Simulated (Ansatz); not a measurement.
# triplet C3H6FN at 4 levels

We compute a comparison of 4 runs (UHF/STO-3G, UB3LYP/6-31G*, U-r2SCAN/cc-pVDZ, UBLYP/cc-pVDZ) of triplet C3H6FN. 

The results are computed with Ansatz 0.2.0.

37 further runs of the same task are left out: 37 set aside as unsound or not needed. Runs told in other sessions of the task aren't counted.

### Step 1. Starting point

C3H6FN has 11 atoms, charge 0, and is taken as a triplet. SMILES of the parent species: `[H]/N=C(/C)CF`. The shape is that of a PBE0-D4/def2-TZVP optimisation. This is one conformer, not always the lowest. That shape belongs to the parent species and isn't relaxed for this state.

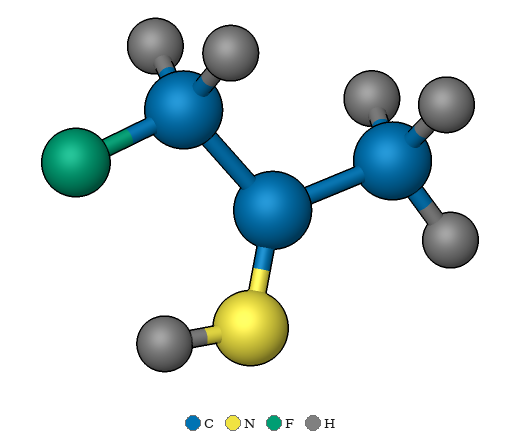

The structure, seen from a chosen angle (carbon blue, nitrogen yellow, fluorine teal, hydrogen grey).

### Step 2. The energy at UHF/STO-3G (run 1)

The input, run.yaml:

```yaml
crystal:
  periodic: [false, false, false]
  atoms:
    - {symbol: C, position_ang: [-0.851800, -0.106700, 1.125200]}
    - {symbol: C, position_ang: [0.034900, 0.427900, 0.047300]}
    - {symbol: N, position_ang: [0.281100, 1.663300, -0.042300]}
    - {symbol: C, position_ang: [0.588800, -0.610700, -0.891500]}
    - {symbol: F, position_ang: [1.391000, -0.044000, -1.852300]}
    - {symbol: H, position_ang: [-1.197600, 0.713600, 1.751300]}
    - {symbol: H, position_ang: [-0.318300, -0.833200, 1.745700]}
    - {symbol: H, position_ang: [-1.717000, -0.623300, 0.698700]}
    - {symbol: H, position_ang: [0.901000, 1.841000, -0.834400]}
    - {symbol: H, position_ang: [-0.229100, -1.140600, -1.392700]}
    - {symbol: H, position_ang: [1.182500, -1.344300, -0.334400]}
basis:
  gaussian: {orbitals: STO-3G}
magnetization: {spin_polarized: true, initial_magnetization: 2}
hamiltonian: {xc: hf}
accuracy: high
output: {orbitals: {seedname: orbitals}}
```

Command:

```sh
ansatz run run.yaml --threads 1 --pin off --max-ram 2610MiB --events-out events.jsonl --progress --plain --runs-dir runs
```

Standard output:

```text
Warning: RAYON_NUM_THREADS=1 ignored (pool sized by the plan → 1); use --threads N
Functional definition: HF
  name "HF"
  exchange = exact_x
  correlation = 0
663 factors; integrals over basis functions are off by at most 4.4e-9 eV
mean field evaluation 1: about -7267.6415 eV, gradient 2.2e1 eV
mean field evaluation 2: about -7267.9399 eV, gradient 2.3e1 eV
mean field evaluation 4: about -7273.0265 eV, gradient 4.3e0 eV
mean field evaluation 8: about -7273.5625 eV, gradient 1.1e-1 eV
mean field evaluation 16: about -7273.5585 eV, gradient 2.0e-8 eV
mean field evaluation 32: about -7273.5337 eV, gradient 8.1e-2 eV
mean field evaluation 64: about -7273.5310 eV, gradient 1.9e-7 eV
mean field -7273.55845143 eV, -267.2983428949 hartree, gradient 2.0e-8 eV, S^2 2.006585; 2 other end points of the search recorded, 0 dependent functions left out
reference -7273.55845143 eV, -267.2983428949 hartree; 21, 19 occupied and 10, 12 virtual orbitals, 663 factors
Total energy: -7273.55845143 eV, -267.2983428949 hartree
```

Run time: 0.83 s. Hardware: 1 thread of Arm Neoverse V2, shared host.

### Step 3. The energy at UB3LYP/6-31G(d) (Cartesian functions) (run 2)

The input, in.yaml:

```yaml
crystal:
  periodic: [false, false, false]
  atoms:
    - {symbol: C, position_ang: [-0.851800, -0.106700, 1.125200]}
    - {symbol: C, position_ang: [0.034900, 0.427900, 0.047300]}
    - {symbol: "N", position_ang: [0.281100, 1.663300, -0.042300]}
    - {symbol: C, position_ang: [0.588800, -0.610700, -0.891500]}
    - {symbol: F, position_ang: [1.391000, -0.044000, -1.852300]}
    - {symbol: H, position_ang: [-1.197600, 0.713600, 1.751300]}
    - {symbol: H, position_ang: [-0.318300, -0.833200, 1.745700]}
    - {symbol: H, position_ang: [-1.717000, -0.623300, 0.698700]}
    - {symbol: H, position_ang: [0.901000, 1.841000, -0.834400]}
    - {symbol: H, position_ang: [-0.229100, -1.140600, -1.392700]}
    - {symbol: H, position_ang: [1.182500, -1.344300, -0.334400]}
basis:
  gaussian: {orbitals: "6-31G*"}
magnetization: {spin_polarized: true, initial_magnetization: 2}
hamiltonian: {xc: {name: B3LYP}}
accuracy: high
output: {orbitals: {seedname: orbitals}}
```

Command:

```sh
ansatz run in.yaml --threads 1 --pin off --max-ram 2610MiB --events-out events.jsonl --progress --plain --runs-dir runs
```

Standard output:

```text
Warning: RAYON_NUM_THREADS=1 ignored (pool sized by the plan → 1); use --threads N
Functional definition: B3LYP
  name "B3LYP"
  parameter a0 = 0.2
  parameter ax = 0.72
  parameter ac = 0.81
  exchange = (1 - a0 - ax)*slater_x + ax*b88_x + a0*exact_x
  correlation = (1 - ac)*vwn_rpa_c + ac*lyp_c
2063 factors; integrals over basis functions are off by at most 3.3e-9 eV
mean field evaluation 1: about -7402.9850 eV, gradient 3.8e1 eV
mean field evaluation 2: about -7397.0392 eV, gradient 5.1e1 eV
mean field evaluation 4: about -7409.8626 eV, gradient 6.2e0 eV
mean field evaluation 8: about -7410.1908 eV, gradient 8.3e-1 eV
mean field evaluation 16: about -7410.1955 eV, gradient 1.3e-3 eV
mean field evaluation 32: about -7410.1955 eV, gradient 4.7e-7 eV
mean field -7410.19549348 eV, -272.3196615746 hartree, gradient 3.8e-8 eV, S^2 2.004789; 2 other end points of the search recorded, 0 dependent functions left out
reference -7410.19552748 eV, -272.3196628239 hartree; 21, 19 occupied and 66, 68 virtual orbitals, 2063 factors
Total energy: -7410.19552748 eV, -272.3196628239 hartree
```

It took 26 s on 1 thread of Arm Neoverse V2, shared host; peak memory 0.42 GiB.

Run 3 isn't shown in full; the table further down has it.

### Step 4. A single-point energy at UBLYP/cc-pVDZ (run 4)

The input, input.yaml:

```yaml
crystal:
  periodic: [false, false, false]
  atoms:
    - {symbol: C, position_ang: [-0.851800, -0.106700, 1.125200]}
    - {symbol: C, position_ang: [0.034900, 0.427900, 0.047300]}
    - {symbol: N, position_ang: [0.281100, 1.663300, -0.042300]}
    - {symbol: C, position_ang: [0.588800, -0.610700, -0.891500]}
    - {symbol: F, position_ang: [1.391000, -0.044000, -1.852300]}
    - {symbol: H, position_ang: [-1.197600, 0.713600, 1.751300]}
    - {symbol: H, position_ang: [-0.318300, -0.833200, 1.745700]}
    - {symbol: H, position_ang: [-1.717000, -0.623300, 0.698700]}
    - {symbol: H, position_ang: [0.901000, 1.841000, -0.834400]}
    - {symbol: H, position_ang: [-0.229100, -1.140600, -1.392700]}
    - {symbol: H, position_ang: [1.182500, -1.344300, -0.334400]}
basis:
  gaussian:
    orbitals: cc-pVDZ
hamiltonian:
  xc: {name: BLYP}
magnetization:
  spin_polarized: true
  initial_magnetization: 2
accuracy: high
output: {orbitals: {seedname: orbitals}}
```

Command:

```sh
ansatz run input.yaml --threads 1 --pin off --max-ram 2610MiB --events-out events.jsonl --progress --plain --runs-dir runs
```

Standard output:

```text
Warning: RAYON_NUM_THREADS=1 ignored (pool sized by the plan → 1); use --threads N
Functional definition: BLYP
  name "BLYP"
  parameter beta = 0.0042
  parameter a = 0.04918
  parameter b = 0.132
  parameter c = 0.2533
  parameter d = 0.349
  exchange = b88_x(beta = beta)
  correlation = lyp_c(a = a, b = b, c = c, d = d)
2422 factors; integrals over basis functions are off by at most 3.3e-9 eV
mean field evaluation 1: about -7384.6928 eV, gradient 6.2e1 eV
mean field evaluation 2: about -7180.4457 eV, gradient 1.8e2 eV
mean field evaluation 4: about -7391.2911 eV, gradient 5.1e1 eV
mean field evaluation 8: about -7407.9907 eV, gradient 1.5e0 eV
mean field evaluation 16: about -7407.9956 eV, gradient 6.6e-4 eV
mean field evaluation 32: about -7402.4293 eV, gradient 1.8e1 eV
mean field -7407.99561326 eV, -272.2388174674 hartree, gradient 2.8e-8 eV, S^2 2.003189; 4 other end points of the search recorded, 0 dependent functions left out
reference -7407.99566742 eV, -272.2388194579 hartree; 21, 19 occupied and 79, 81 virtual orbitals, 2422 factors
Total energy: -7407.99566742 eV, -272.2388194579 hartree
```

It took 23 s on 1 thread of Arm Neoverse V2, shared host; peak memory 0.35 GiB.

### Step 5. Overview of the runs

```csv
run,level,Cartesian functions,energy (Eh),HOMO energy (eV),⟨S²⟩,wall time
1,UHF/STO-3G,no,-267.298343,-4.58,2.007,0.83 s
2,UB3LYP/6-31G* (Cartesian functions),yes,-272.319663,-2.29,2.005,26 s
3,U-r2SCAN/cc-pVDZ,no,-272.198766,-1.63,2.008,53 s
4,UBLYP/cc-pVDZ,no,-272.238819,-1.10,2.003,23 s
```

### Step 6. Outcome

| quantity | value |
| --- | --- |
| run 4: total energy | -272.23882 Eh |
| run 4: HOMO energy (highest over α and β) | -1.10 eV |
| run 4: ⟨S²⟩ | 2.003 |

**Reading.** Totals of different functionals can't be ranked against each other. In run 1 the basis is minimal, so the values are rough. All runs together took 1.7 min, the longest 53 s.
